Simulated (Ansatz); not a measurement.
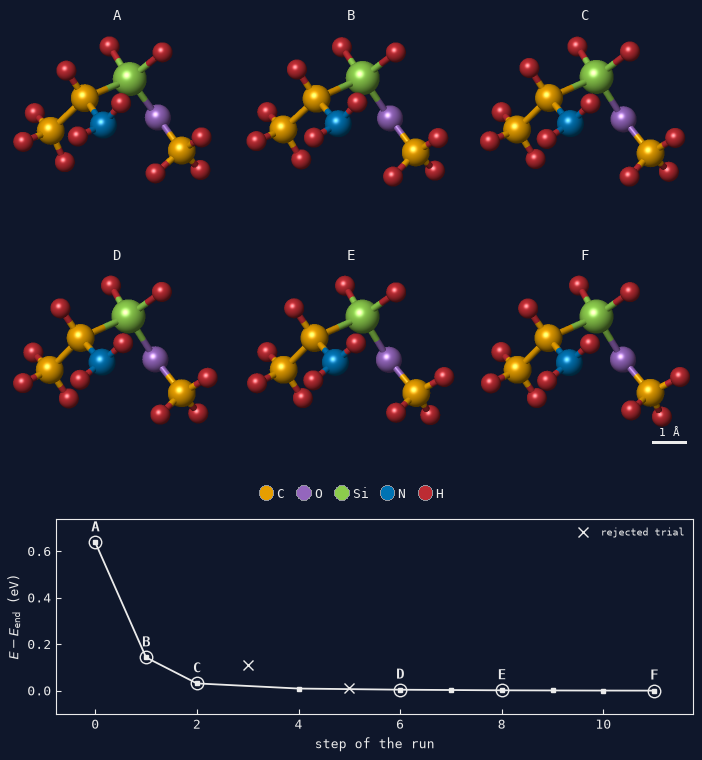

Frames of a relaxation of C3H11NOSi, marked on the history of the run. Style: ball-and-stick. Shown at a tilt.

The run prepares the start of a later molecular dynamics calculation, from a guessed geometry.

All numbers below come from RKS PBE/6-31G (Ansatz).

The input:
```yaml
crystal:
  periodic: [false, false, false]
  atoms:
    - { symbol: C, position_ang: [-0.0601, -2.1257, -1.0841] }
    - { symbol: O, position_ang: [0.761, -1.05, -1.5232] }
    - { symbol: Si, position_ang: [1.3704, -0.0137, -0.3928] }
    - { symbol: C, position_ang: [0.1672, 0.9227, 0.6602] }
    - { symbol: C, position_ang: [-0.9255, 1.6736, -0.1967] }
    - { symbol: "N", position_ang: [-0.6229, -0.0027, 1.5591] }
    - { symbol: H, position_ang: [-0.2673, -2.7374, -1.9462] }
    - { symbol: H, position_ang: [-1.0347, -1.6561, -0.7829] }
    - { symbol: H, position_ang: [0.339, -2.6692, -0.2549] }
    - { symbol: H, position_ang: [2.2618, 0.9836, -1.0446] }
    - { symbol: H, position_ang: [2.261, -0.8002, 0.5594] }
    - { symbol: H, position_ang: [0.6548, 1.6387, 1.3059] }
    - { symbol: H, position_ang: [-1.568, 1.0387, -0.8314] }
    - { symbol: H, position_ang: [-1.6491, 2.2482, 0.4776] }
    - { symbol: H, position_ang: [-0.433, 2.3926, -0.8286] }
    - { symbol: H, position_ang: [-1.3135, 0.5313, 2.1168] }
    - { symbol: H, position_ang: [0.0397, -0.3748, 2.2466] }
basis:
  gaussian: { orbitals: "6-31G" }
hamiltonian:
  xc: pbe
relax:
  f_tol: 0.02
  max_steps: 40
```

Run as
```bash
ansatz run input.yaml --threads 1 --pin off --max-ram 2048MiB --backend cpu --events-out ev --progress --plain --runs-dir out
```

Describe the path.

The largest move after the best rigid fit is that of H9, 0.46 Å. Largest moves by element: H 0.46 Å, C 0.15 Å, Si 0.12 Å, O 0.11 Å, N 0.10 Å. Among the contacts that change: O2–Si3 1.650 → 1.754 Å, Si3–C4 1.853 → 1.938 Å, C1–O2 1.423 → 1.464 Å, C4–C5 1.579 → 1.538 Å. Among the angles between lasting bonds that change: C4–N6–H17 106.4° → 114.6°, N6–C4–H12 106.6° → 113.9°, H16–N6–H17 104.9° → 111.4°. The energy falls by 0.638 eV in 9 accepted moves (11 points after the start). The largest force component goes from 3.5 to 0.0097 eV/Å. The line search rejected the trial steps at points 3, 5 of the run. Cost: 3.1 min on 1 thread of Intel(R) Xeon(R) Processor @ 2.50GHz (Skylake/Cascade Lake), on a shared host, peak memory 0.16 GiB. From step 0 to 1: H8 moves most (0.17 Å), energy −0.495 eV. From step 1 to 2: H9 moves most (0.11 Å), energy −0.112 eV. From step 2 to 6: H7 moves most (0.09 Å), energy −0.027 eV. From step 6 to 8: H9 moves most (0.12 Å), energy −0.003 eV. From step 8 to 11: H8 moves most (0.10 Å), energy −0.001 eV.

| step | E − E(0), eV | largest force component, eV/Å | note |
| --- | --- | --- | --- |
| 0 | 0.0000 | 3.5279 |  |
| 1 | -0.4949 | 1.1505 |  |
| 2 | -0.6066 | 0.4604 |  |
| 3 | -0.5289 | 1.3434 | rejected |
| 4 | -0.6287 | 0.2363 |  |
| 5 | -0.6242 | 0.2488 | rejected |
| 6 | -0.6337 | 0.0232 |  |
| 7 | -0.6351 | 0.0242 |  |
| 8 | -0.6363 | 0.0548 |  |
| 9 | -0.6369 | 0.0604 |  |
| 10 | -0.6374 | 0.0315 |  |
| 11 | -0.6376 | 0.0097 |  |
